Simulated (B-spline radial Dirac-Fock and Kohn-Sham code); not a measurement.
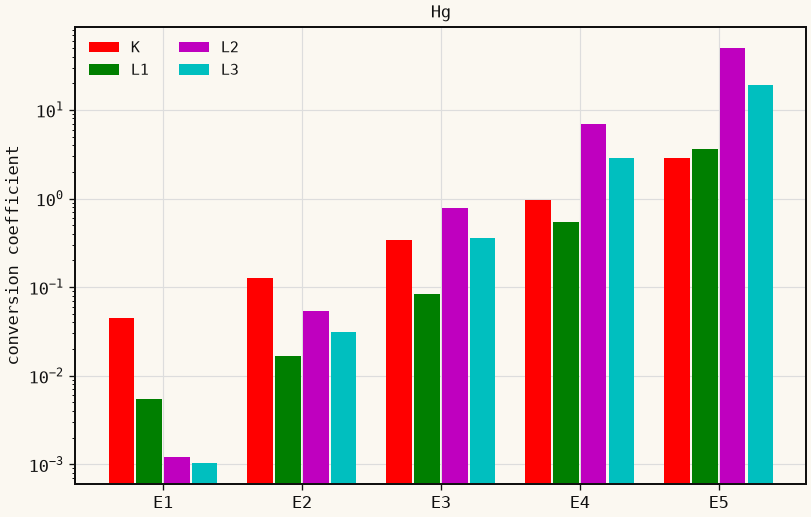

Internal conversion coefficients by shell for electric multipoles at a transition energy of 226 keV (K and L shells). Species: mercury (Z = 80). Computed with a B-spline radial code: a Dirac–Hartree–Slater potential of the neutral atom, no hole, surface-current nucleus.

What can be read from it?

The shells shown sum to 0.0527 (E1), 0.228 (E2), 1.56 (E3), 11.2 (E4), 75.5 (E5). The largest bar is K for E1, K for E2, L2 for E3, L2 for E4, L2 for E5.
